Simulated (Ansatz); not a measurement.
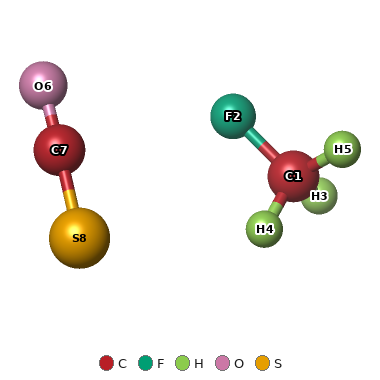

The system is the pair CH₃F···COS; the picture shows the reference structure. Coordinates scanned: (1) separation of C1 and S8 along their line in the relaxed pair; (2) sideways slip of O6, C7, S8. Nothing is relaxed (both partners rigid). The grid has 9 × 9 points. Points are written as (first, second). All energies are given in kJ/mol relative to the two partners far apart, frozen as in the relaxed pair, each in its own basis (no counterpoise correction). Theory: RKS B3LYP-D4/def2-SVPD (Ansatz 0.2.0).

Its coordinates:

```xyz
8

C    -0.0300    0.0425   -1.4702
F     0.3018    0.9258   -0.4480
H    -0.8529    0.4766   -2.0551
H    -0.3419   -0.9091   -1.0184
H     0.8543   -0.1066   -2.1053
O     0.4340    1.0436    2.6892
C     0.0677   -0.0136    2.3912
S    -0.4330   -1.4591    2.0166
```

Range: separation of C1 and S8 along their line in the relaxed pair from 3.207 to 5.207 Å; sideways slip of O6, C7, S8 from −1.500 to 1.500 Å.

Predict the map.

The lowest grid point is at (3.713 Å, 0.000 Å), −7.8 kJ/mol from the two partners far apart, frozen as in the relaxed pair, each in its own basis (no counterpoise correction). No other kind of well shows on this grid. The highest grid point, (3.207 Å, −1.125 Å), lies 55.9 kJ/mol above the lowest. Round the minimum the valley is somewhat tilted: raising the first coordinate shifts the best value of sideways slip of O6, C7, S8 downwards (coupling k₁₂/√(k₁₁k₂₂) about 0.2).

| second ↓, first → | 3.207 | 3.316 | 3.494 | 3.713 | 3.965 | 4.243 | 4.544 | 4.866 | 5.207 |
| --- | --- | --- | --- | --- | --- | --- | --- | --- | --- |
| 1.500 | 14.0 | 7.3 | 0.9 | −2.4 | −3.3 | −3.1 | −2.5 | −1.8 | −1.3 |
| 1.125 | 15.8 | 7.8 | 0.3 | −3.5 | −4.4 | −3.9 | −3.1 | −2.2 | −1.5 |
| 0.750 | 14.4 | 6.0 | −1.7 | −5.2 | −5.7 | −4.9 | −3.7 | −2.6 | −1.7 |
| 0.375 | 11.8 | 3.4 | −3.9 | −7.0 | −7.0 | −5.7 | −4.1 | −2.8 | −1.8 |
| 0.000 | 12.4 | 3.4 | −4.5 | −7.8 | −7.7 | −6.1 | −4.3 | −2.9 | −1.9 |
| −0.375 | 21.2 | 9.3 | −1.5 | −6.5 | −7.2 | −5.9 | −4.2 | −2.8 | −1.8 |
| −0.750 | 36.4 | 19.7 | 4.2 | −3.6 | −5.7 | −5.1 | −3.7 | −2.5 | −1.5 |
| −1.125 | 48.1 | 28.1 | 9.3 | −0.6 | −3.9 | −4.0 | −3.0 | −2.0 | −1.3 |
| −1.500 | 47.8 | 28.8 | 10.9 | 1.1 | −2.5 | −2.9 | −2.3 | −1.5 | −0.9 |

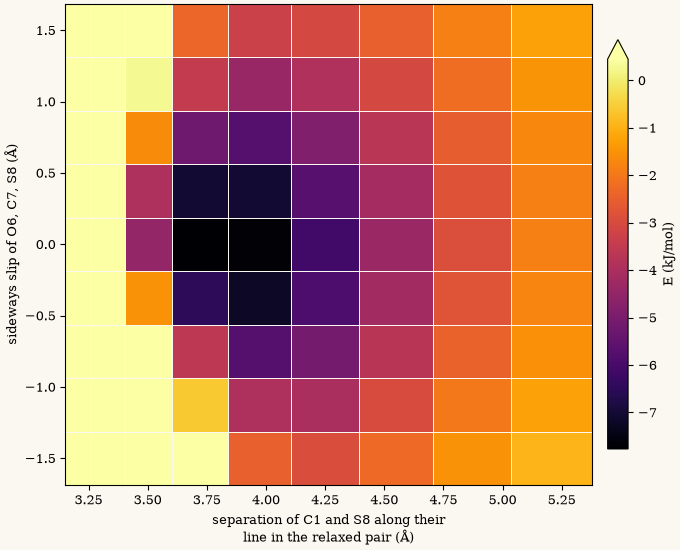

In the figure: one coloured cell a grid point, one colour for all values above the top of the scale.

The whole map (81 points run) took 11 min on 1 thread of Arm Neoverse V1 (shared host).
